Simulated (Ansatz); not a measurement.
# AlSbH3F (SMILES [F][AlH][SbH2]): CCSD(T)/def2-SVP (core potential)

What is the vertical ionisation energy of AlSbH3F at CCSD(T)/def2-SVP (core potential)? 

The results are computed with Ansatz 0.2.0.

60 further runs of the same task are left out: 60 set aside as unsound or not needed.

### Step 1. The system as given

AlSbH3F: 6 atoms, total charge 0, spin state singlet. SMILES: `[F][AlH][SbH2]`. The coordinates come from a PBE0-D4/def2-TZVP relaxation. This is one conformer, not always the lowest.

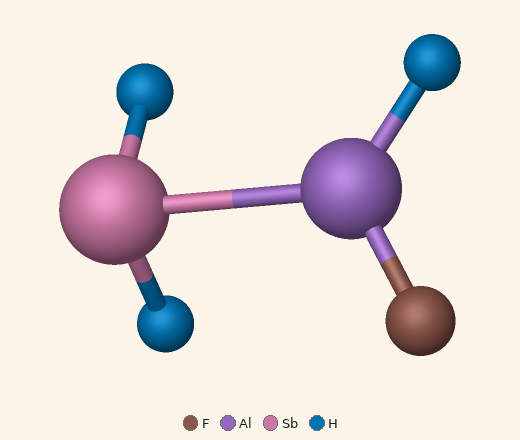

Viewed from a chosen angle; fluorine brown, aluminium purple, antimony pink, hydrogen blue.

### Step 2. The energy at CCSD(T)/def2-SVP (core potential)

File run.yaml:

```yaml
basis:
  gaussian: {orbitals: def2-SVP}
crystal:
  periodic: [false, false, false]
  atoms:
    - {symbol: F, position_ang: [-1.114600, -1.632400, 1.262300]}
    - {symbol: Al, position_ang: [-0.336100, -1.039300, -0.069800]}
    - {symbol: Sb, position_ang: [1.279900, 1.003700, 0.334800]}
    - {symbol: H, position_ang: [-0.594800, -1.800700, -1.431700]}
    - {symbol: H, position_ang: [0.842100, 1.592000, -1.209900]}
    - {symbol: H, position_ang: [-0.034400, 1.812900, 1.068100]}
accuracy: high
correlation: {method: ccsd_t, frozen_orbitals: {Al: 5, F: 1, H: 0, Sb: 4}}
scf: {omitted_lower_state_checks: [cluster_reference, increment]}
```

Command:

```
ansatz run run.yaml --threads 1 --pin off --max-ram 3480MiB --events-out events.jsonl --progress --plain --runs-dir runs
```

The program printed, shortened:

```text
Warning: RAYON_NUM_THREADS=1 ignored (pool sized by the plan → 1); use --threads N
Functional definition: HF
  name "HF"
[...]
1642 factors; integrals over basis functions are off by at most 3.6e-9 eV
[...]
mean field -15844.26933108 eV, -582.2661582856 hartree, gradient 9.5e-9 eV, S^2 0.000000; 0 other end points of the search recorded, 0 dependent functions left out
10 core orbitals not correlated: weight in the atoms' cores, before any rotation towards them, 1.000 or more for the frozen orbitals, at most 0.000 for the correlated occupied ones
reference -15844.26933108 eV, -582.2661582856 hartree; 14, 14 occupied and 49, 49 virtual orbitals, 1642 factors
second order -10.09045516 eV of doubles, -0.00000000 eV of singles
cycle   1  -10.56447983 eV  change   -4.7e-1 eV  update   9.1e-2
[...]
cycle  22  -10.96163248 eV  change  -5.7e-11 eV  update   1.4e-9
perturbative correction -0.22714192 eV, -0.0083473115 hartree
Total energy: -15855.45810547 eV, -582.6773381607 hartree
Checks for a lower state left out: cluster_reference, increment
```

It took 14 s on 1 thread of Arm Neoverse V1, shared host; peak memory 0.32 GiB.

### Step 3. The doublet cation, same level

File run.yaml:

```yaml
crystal:
  periodic: [false, false, false]
  atoms:
    - {symbol: F, position_ang: [-1.114600, -1.632400, 1.262300]}
    - {symbol: Al, position_ang: [-0.336100, -1.039300, -0.069800]}
    - {symbol: Sb, position_ang: [1.279900, 1.003700, 0.334800]}
    - {symbol: H, position_ang: [-0.594800, -1.800700, -1.431700]}
    - {symbol: H, position_ang: [0.842100, 1.592000, -1.209900]}
    - {symbol: H, position_ang: [-0.034400, 1.812900, 1.068100]}
basis:
  gaussian:
    orbitals: def2-SVP
total_charge: 1
magnetization:
  spin_polarized: true
  initial_magnetization: 1
correlation:
  method: ccsd_t
  frozen_orbitals: {Al: 5, F: 1, H: 0, Sb: 4}
accuracy: high
scf:
  omitted_lower_state_checks: [cluster_reference, increment]
```

Command:

```
ansatz run run.yaml --threads 1 --pin off --max-ram 3480MiB --events-out events.jsonl --progress --plain --runs-dir runs
```

The program printed, shortened:

```text
Warning: RAYON_NUM_THREADS=1 ignored (pool sized by the plan → 1); use --threads N
[... 2 set-up lines as earlier in the session ...]
[...]
1642 factors; integrals over basis functions are off by at most 3.6e-9 eV
[...]
mean field -15835.78620435 eV, -581.9544091283 hartree, gradient 7.5e-8 eV, S^2 0.777976; 3 other end points of the search recorded, 0 dependent functions left out
10 core orbitals not correlated: weight in the atoms' cores, before any rotation towards them, 1.000 or more for the frozen orbitals, at most 0.000 for the correlated occupied ones
reference -15835.78620435 eV, -581.9544091283 hartree; 14, 13 occupied and 49, 50 virtual orbitals, 1642 factors
second order -9.52376521 eV of doubles, -0.00000000 eV of singles
cycle   1  -9.97577635 eV  change   -4.5e-1 eV  update   9.9e-2
[...]
cycle  32  -10.43051834 eV  change  -1.9e-10 eV  update   3.3e-9
perturbative correction -0.22107299 eV, -0.0081242824 hartree
Total energy: -15846.43779568 eV, -582.3458478898 hartree
Checks for a lower state left out: cluster_reference, increment
```

Wall time 54 s (1 thread of Arm Neoverse V1, shared host); peak memory 0.58 GiB.

### Step 4. Outcome

At CCSD(T)/def2-SVP (core potential), 10 core orbitals frozen:

```
                                                     quantity          value
                                singlet AlSbH3F: total energy  -582.67734 Eh
singlet AlSbH3F: correlation energy (10 core orbitals frozen)     -411.2 mEh
                              singlet AlSbH3F: (T) correction      -8.35 mEh
                               singlet AlSbH3F: T1 diagnostic          0.012
                                 doublet cation: total energy  -582.34585 Eh
 doublet cation: correlation energy (10 core orbitals frozen)     -391.4 mEh
                               doublet cation: (T) correction      -8.12 mEh
            doublet cation: ⟨S²⟩ of the reference determinant          0.778
                                doublet cation: T1 diagnostic          0.016
           vertical ionisation energy (to the doublet cation)       9.020 eV
```

What this shows: The vertical ionisation energy comes to 9.02 eV (870 kJ/mol). The triples (singlet AlSbH3F) make up 2.0 % of the correlation energy. The triples (doublet cation) make up 2.1 % of the correlation energy.
